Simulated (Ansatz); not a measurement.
# CH4Te2: the cost of one run

All numbers are computed with Ansatz 0.2.0 through its Python package. Level of theory: PBE/def2-SVP.

## (1) Starting point

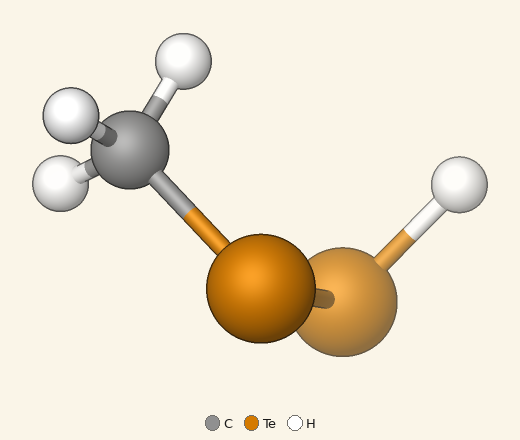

The structure that the script starts from, seen from a chosen angle (carbon grey, tellurium orange, hydrogen white).

No structure file is read: the coordinates are typed or built in the script.

## (2) The script

Contents of run_bend.py:

```python
import ansatz as az
from ase import Atoms

SETTINGS = {
    'basis': 'def2-SVP',
    'functional': 'pbe',
    'fmax': 0.02,
}

atoms = Atoms(['C', 'Te', 'Te', 'H', 'H', 'H', 'H'], positions=[
    [-1.0026, 0.3339, -0.1718],
    [-0.0492, -0.3121, 1.5775],
    [1.8556, -1.5311, 0.0],
    [-0.2938, 1.0372, -0.7744],
    [-1.9485, 0.9519, 0.0899],
    [-1.3567, -0.4758, -0.8011],
    [2.8564, -0.0721, 0.0342],
])

first = (
    az.Crystal.molecule_from_ase(atoms).calculation()
    .basis(gaussian=SETTINGS['basis'])
    .functional(SETTINGS['functional'])
    .relax(force_tolerance=SETTINGS['fmax'], max_steps=80)
)
atoms.positions = first.run(threads=1).report['positions_ang']

rows = []
for angle in [90, 100, 110, 120, 135, 150, 165, 179]:
    bent = atoms.copy()
    bent.set_angle(1, 2, 6, angle, indices=[6])
    calc = (
        az.Crystal.molecule_from_ase(bent).calculation()
        .basis(gaussian=SETTINGS['basis'])
        .functional(SETTINGS['functional'])
    )
    rows.append((angle, calc.run(threads=1).report['free_energy_ev']))
floor = min(e for _, e in rows)
for angle, e in rows:
    print(f'angle Te1-Te2-H6 = {angle:3d} deg   {1000 * (e - floor):9.1f} meV')
```

## (3) The calls as engine input

The engine receives this input (first run):

```yaml
crystal:
  periodic: [false, false, false]
  atoms:
    - { symbol: C, position_ang: [-1.0026, 0.3339, -0.1718] }
    - { symbol: Te, position_ang: [-0.0492, -0.3121, 1.5775] }
    - { symbol: Te, position_ang: [1.8556, -1.5311, 0.0] }
    - { symbol: H, position_ang: [-0.2938, 1.0372, -0.7744] }
    - { symbol: H, position_ang: [-1.9485, 0.9519, 0.0899] }
    - { symbol: H, position_ang: [-1.3567, -0.4758, -0.8011] }
    - { symbol: H, position_ang: [2.8564, -0.0721, 0.0342] }
basis:
  gaussian:
    orbitals: def2-SVP
hamiltonian:
  xc: pbe
relax:
  f_tol: 0.02
  max_steps: 80
```

## (4) The run

Run with:

```
> python run_bend.py
```

What time and memory should one allow on 1 thread of AMD EPYC 9R45 (Zen 5), shared host?

About 14 s, with a peak of 0.21 GiB.
